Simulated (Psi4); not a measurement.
## Run report: AlNH$_{2}$Cl, single-point calculation

System: AlNH$_{2}$Cl, multiplicity 2.
Method: B3LYP/pcseg-1, UKS (Psi4 1.11).

The geometry comes from this level: PBE0-D4/def2-TZVP.

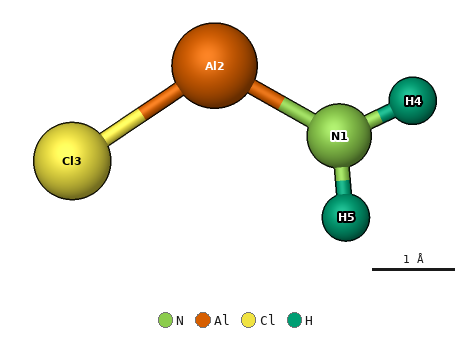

Fig. 1: The input geometry (ball-and-stick view, seen on its broad side; atoms are numbered from 1 in the order of the input). Sticks mark near contacts. Bond lengths as drawn: Al–Cl 2.12 Å, Al–N 1.76 Å and H–N 1.01 Å.

Input (alclh2n.inp)
```
memory 1.6 GB

molecule mol {
  0 2
  N     -1.03821553     0.87248655    -0.43841646
  Al     0.76080374    -0.55104414     1.98251168
  Cl     3.60370772    -3.11748119     0.83299128
  H     -2.44454971     2.12272936    -0.15779213
  H     -0.78725990     0.53422558    -2.29771799
  units bohr
  symmetry c1
}

set {
  reference uks
  puream true
  scf_type pk
  dft_radial_points 99
  dft_spherical_points 590
  maxiter 150
}

e_tot, wfn = energy('b3lyp/pcseg-1', return_wfn=True)
```

Launch command:
```bash
psi4 -n 1 alclh2n.inp alclh2n.out
```

The program's output
```
Psi4 1.11 release

   => Loading Basis Set <=

    Name: PCSEG-1
    Role: ORBITAL
    Keyword: BASIS

         ---------------------------------------------------------
                                   SCF
                              UKS Reference
                        1 Threads,   1525 MiB Core
         ---------------------------------------------------------

  ==> Geometry <==

    Molecular point group: c1
    Full point group: C1

    Geometry (in Bohr), charge = 0, multiplicity = 2:

       Center              X                  Y                   Z               Mass
    ------------   -----------------  -----------------  -----------------  -----------------
         N           -2.689508760748     2.270315925759    -1.387587957832    14.003074004430
         AL          -0.890489490748     0.846785235759     1.033340182168    26.981538530000
         CL           1.952414489252    -1.719651814241    -0.116180217832    34.968852682000
         H           -4.095842940748     3.520558735759    -1.106963627832     1.007825032230
         H           -2.438553130748     1.932054955759    -3.246889487832     1.007825032230

  Running in c1 symmetry.

  Rotational constants: A =      0.93283  B =      0.12195  C =      0.10785 [cm^-1]
  Rotational constants: A =  27965.66065  B =   3655.97428  C =   3233.28432 [MHz]
  Nuclear repulsion =  119.524169408045751

  Charge       = 0
  Multiplicity = 2
  Electrons    = 39
  Nalpha       = 20
  Nbeta        = 19

  ==> Algorithm <==

  SCF Algorithm Type is PK.
  DIIS enabled.
  MOM disabled.
  Fractional occupation disabled.
  Guess Type is SAD.
  Energy threshold   = 1.00e-06
  Density threshold  = 1.00e-06
  Integral threshold = 1.00e-12

  ==> Primary Basis <==

  Basis Set: PCSEG-1
    Blend: PCSEG-1
    Number of shells: 28
    Number of basis functions: 60
    Number of Cartesian functions: 63
    Spherical Harmonics?: true
    Max angular momentum: 2

  ==> DFT Potential <==

   => LibXC <=

    Version 7.1.2

   => Composite Functional: B3LYP <=

    B3LYP Hyb-GGA Exchange-Correlation Functional

    Deriv               =              1
    GGA                 =           TRUE
    Meta                =          FALSE

    Exchange Hybrid     =           TRUE
    MP2 Hybrid          =          FALSE

   => Exchange Functionals <=

    0.0800   Slater exchange
    0.7200         Becke 88

   => Exact (HF) Exchange <=

    0.2000               HF

   => Correlation Functionals <=

    0.1900   Vosko, Wilk & Nusair (VWN5_RPA)
    0.8100   Lee, Yang & Parr

   => LibXC Density Thresholds  <==

    XC_HYB_GGA_XC_B3LYP:  1.00E-15

   => Molecular Quadrature <=

    Radial Scheme          =       TREUTLER
    Pruning Scheme         =           NONE
    Nuclear Scheme         =       TREUTLER

    Blocking Scheme        =         OCTREE
    BS radius alpha        =              1
    Pruning alpha          =              1
    Radial Points          =             99
    Spherical Points       =            590
    Total Points           =         279712
    Total Blocks           =           2118
    Max Points             =            256
    Max Functions          =             59
    Weights Tolerance      =       1.00E-15

  ==> Integral Setup <==

  Using in-core PK algorithm.
   Calculation information:
      Number of atoms:                   5
      Number of AO shells:              28
      Number of primitives:             67
      Number of atomic orbitals:        63
      Number of basis functions:        60

      Integral cutoff                 1.00e-12
      Number of threads:                 1

  Performing in-core PK
  Using 3350730 doubles for integral storage.
  We computed 74495 shell quartets total.
  Whereas there are 82621 unique shell quartets.

  ==> DiskJK: Disk-Based J/K Matrices <==

    J tasked:                  Yes
    K tasked:                  Yes
    wK tasked:                  No
    Memory [MiB]:              747
    Schwarz Cutoff:          1E-12

  Cached 100.0% of DFT collocation blocks in 0.387 [GiB].

  Minimum eigenvalue in the overlap matrix is 2.9778243689E-02.
  Reciprocal condition number of the overlap matrix is 6.4531308216E-03.
    Using symmetric orthogonalization.

  ==> Pre-Iterations <==

  SCF Guess: Superposition of Atomic Densities via on-the-fly atomic UHF (no occupation information).

   -------------------------
    Irrep   Nso     Nmo
   -------------------------
     A         60      60
   -------------------------
    Total      60      60
   -------------------------

  ==> Iterations <==

                        Total Energy        Delta E     RMS |[F,P]|

   @UKS iter SAD:  -758.16849892353548   -7.58168e+02   0.00000e+00
   @UKS iter   1:  -758.26534120646591   -9.68423e-02   1.53470e-02 DIIS/ADIIS
   @UKS iter   2:  -756.84798925655014    1.41735e+00   2.57102e-02 DIIS/ADIIS
   @UKS iter   3:  -758.62205808791759   -1.77407e+00   3.15862e-03 DIIS/ADIIS
   @UKS iter   4:  -758.64737324205316   -2.53152e-02   1.54675e-03 DIIS/ADIIS
   @UKS iter   5:  -758.65260782893120   -5.23459e-03   3.91721e-04 DIIS/ADIIS
   @UKS iter   6:  -758.65297635035643   -3.68521e-04   1.24511e-04 DIIS/ADIIS
   @UKS iter   7:  -758.65301460137755   -3.82510e-05   1.94790e-05 DIIS
   @UKS iter   8:  -758.65301623090318   -1.62953e-06   7.04932e-06 DIIS
   @UKS iter   9:  -758.65301646603928   -2.35136e-07   2.01092e-06 DIIS
   @UKS iter  10:  -758.65301649751052   -3.14712e-08   7.47510e-07 DIIS
  Energy and wave function converged.

  ==> Post-Iterations <==

   Electrons on quadrature grid:
      Nalpha   =   19.9999995430 ; deviation = -4.570e-07
      Nbeta    =   18.9999995469 ; deviation = -4.531e-07
      Ntotal   =   38.9999990899 ; deviation = -9.101e-07

   @Spin Contamination Metric:   1.427967175E-03
   @S^2 Expected:                7.500000000E-01
   @S^2 Observed:                7.514279672E-01
   @S   Expected:                5.000000000E-01
   @S   Observed:                5.000000000E-01

    Orbital Energies [Eh]
    ---------------------

    Alpha Occupied:

       1A   -101.485536     2A    -56.054785     3A    -14.300692
       4A     -9.428374     5A     -7.193522     6A     -7.188729
       7A     -7.188470     8A     -4.165490     9A     -2.722452
      10A     -2.721761    11A     -2.718460    12A     -0.842912
      13A     -0.802331    14A     -0.493319    15A     -0.454875
      16A     -0.385043    17A     -0.330503    18A     -0.327065
      19A     -0.276408    20A     -0.218768

    Alpha Virtual:

      21A     -0.037808    22A      0.016041    23A      0.022176
      24A      0.090059    25A      0.100986    26A      0.121807
      27A      0.130415    28A      0.189202    29A      0.240462
      30A      0.326260    31A      0.394262    32A      0.401909
      33A      0.482618    34A      0.506988    35A      0.561619
      36A      0.581518    37A      0.617738    38A      0.626595
      39A      0.697144    40A      0.717304    41A      0.726569
      42A      0.740443    43A      0.749295    44A      0.787391
      45A      0.863024    46A      0.913229    47A      1.002837
      48A      1.127186    49A      1.202658    50A      1.477767
      51A      1.783584    52A      2.020755    53A      2.027812
      54A      2.277894    55A      2.290180    56A      2.454858
      57A      2.565611    58A      2.821441    59A      3.229198
      60A      3.311723

    Beta Occupied:

       1A   -101.484659     2A    -56.051473     3A    -14.298832
       4A     -9.427542     5A     -7.191345     6A     -7.188245
       7A     -7.187593     8A     -4.160706     9A     -2.719101
      10A     -2.716722    11A     -2.713488    12A     -0.839812
      13A     -0.797565    14A     -0.491245    15A     -0.443917
      16A     -0.376135    17A     -0.328703    18A     -0.322966
      19A     -0.275460

    Beta Virtual:

      20A     -0.113369    21A     -0.016514    22A      0.023910
      23A      0.030935    24A      0.097830    25A      0.105321
      26A      0.135607    27A      0.139599    28A      0.197766
      29A      0.258216    30A      0.330781    31A      0.404706
      32A      0.405330    33A      0.501998    34A      0.523132
      35A      0.583116    36A      0.584463    37A      0.626759
      38A      0.631268    39A      0.705100    40A      0.720308
      41A      0.732329    42A      0.743049    43A      0.753130
      44A      0.791988    45A      0.870722    46A      0.928412
      47A      1.009873    48A      1.129756    49A      1.209796
      50A      1.478477    51A      1.786707    52A      2.022120
      53A      2.030267    54A      2.281556    55A      2.293293
      56A      2.456917    57A      2.567276    58A      2.824960
      59A      3.231453    60A      3.314148

    Final Occupation by Irrep:
              A
    DOCC [    19 ]
    SOCC [     1 ]
    NA   [    20 ]
    NB   [    19 ]

  @UKS Final Energy:  -758.65301649751052

   => Energetics <=

    Nuclear Repulsion Energy =            119.5241694080457506
    One-Electron Energy =               -1286.6472264531819292
    Two-Electron Energy =                 452.5236513324329053
    DFT Exchange-Correlation Energy =     -44.0536107848071978
    Empirical Dispersion Energy =           0.0000000000000000
    VV10 Nonlocal Energy =                  0.0000000000000000
    Total Energy =                       -758.6530164975105208

  UHF NO Occupations:
  HONO-2 :   18  A 1.9997239
  HONO-1 :   19  A 1.9996171
  HONO-0 :   20  A 1.0000000
  LUNO+0 :   21  A 0.0003829
  LUNO+1 :   22  A 0.0002761
  LUNO+2 :   23  A 0.0000315
  LUNO+3 :   24  A 0.0000075

Computation Completed

Properties will be evaluated at   0.000000,   0.000000,   0.000000 [a0]

Properties computed using the SCF density matrix

 Multipole Moments:

 ------------------------------------------------------------------------------------
     Multipole            Electronic (a.u.)      Nuclear  (a.u.)        Total (a.u.)
 ------------------------------------------------------------------------------------

 L = 1.  Multiply by 2.5417464519 to convert [e a0] to [Debye]
 Dipole X            :          2.9534813           -3.7462745           -0.7927931
 Dipole Y            :         -2.4245428            3.1189524            0.6944096
 Dipole Z            :          2.5977790           -2.6086102           -0.0108311
 Magnitude           :                                                    1.0539653

 ------------------------------------------------------------------------------------

	total time  =          7 seconds =       0.12 minutes

    Psi4 run time: 0:00:06.43
```

Summary

| quantity | value |
| --- | --- |
| outcome | converged |
| total energy | −758.653016 hartree |
| basis functions | 60 |
| ⟨S²⟩ | 0.751 |
| dipole moment | 2.68 D |
| hardware | 1 thread of Intel Xeon (Granite Rapids), 64 GiB of memory available, shared host |
| wall time | 7.5 s |
| peak memory | 0.65 GiB |
